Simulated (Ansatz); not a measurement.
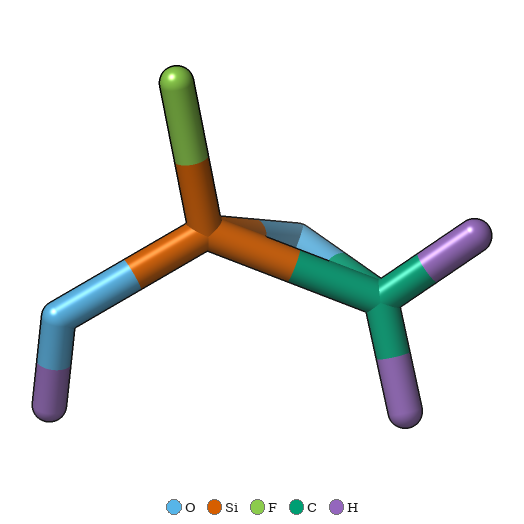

The picture shows a molecular structure as a stick model. Every bond is drawn as one stick, whatever its order.

**Count the atoms of each element.**

CH₃FO₂Si, 8 atoms: 1 carbon, 3 hydrogen, 1 fluorine, 2 oxygen and 1 silicon.

**Does it have rings?**

Independent rings (smallest set): 1 of 3 members.

**Name functional groups in it.**

Among them: Si–O bond.

The parts below concern this one geometry. Atoms keep their numbers from picture to picture. The geometry was computed by an optimisation with PBE0-D4/def2-TZVP.

Symmetry

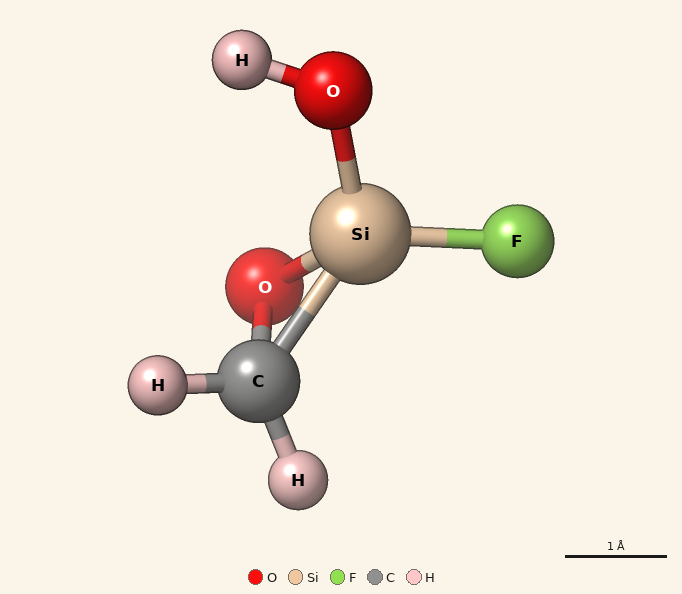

Atoms fade into the background with distance from the viewer. Masses are those of the most abundant isotopes; constants are for the rigid equilibrium geometry.

**What kind of rotor is it, and what are its rotational constants in GHz?**

An asymmetric top (C1): A = 6.29, B = 4.11, C = 3.03 GHz. Ray's parameter κ is −0.34, nearer the prolate limit.

Charges

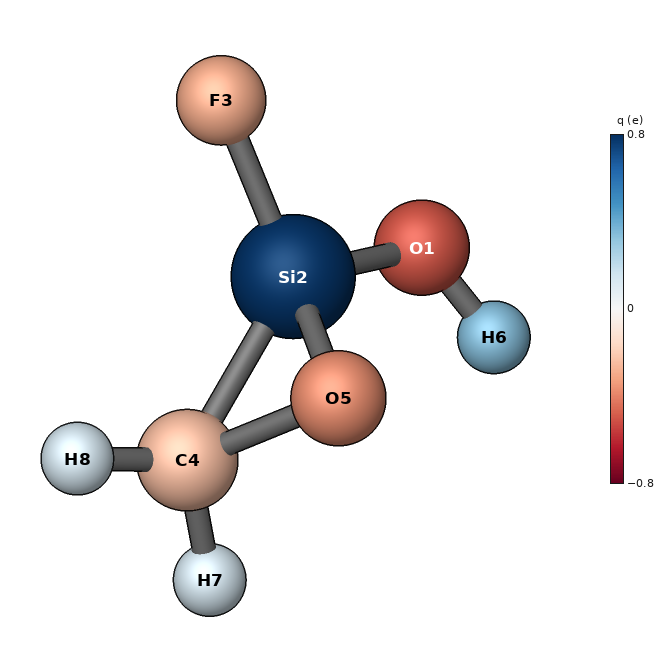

Atoms are coloured by their Mulliken charges. Properties computed with RKS PBE0-D4/def2-TZVP (Ansatz 0.2.0).

List the Mulliken charges.

| atom | value (e) |
| --- | --- |
| O1 | −0.50 |
| Si2 | 0.78 |
| F3 | −0.29 |
| C4 | −0.24 |
| O5 | −0.36 |
| H6 | 0.34 |
| H7 | 0.13 |
| H8 | 0.14 |

Vibrations

Harmonic vibrations computed with RKS PBE0-D4/def2-TZVP (Ansatz 0.2.0) at a stationary point of the same level.

**How many vibrational modes are there, and where do they lie?**

18 modes: 195, 258, 307, 335, 348, 642, 744, 786, 817, 858, 1016, 1085, 1113, 1161, 1464, 3110, 3187, 3921 cm⁻¹.

Electronic properties

Method: RKS B3LYP-D4/def2-TZVPP (Ansatz 0.2.0).

**Give the dipole moment at this level.**

2.41 D.

**Estimate the LUMO energy (Kohn–Sham orbital).**

−0.34 eV.

**Give the HOMO energy (Kohn–Sham orbital) at this level.**

−7.77 eV.

**Give the dispersion correction at this level.**

−24.3 kJ/mol.

Mulliken values depend strongly on the basis set and can even reverse the polarity of a bond.
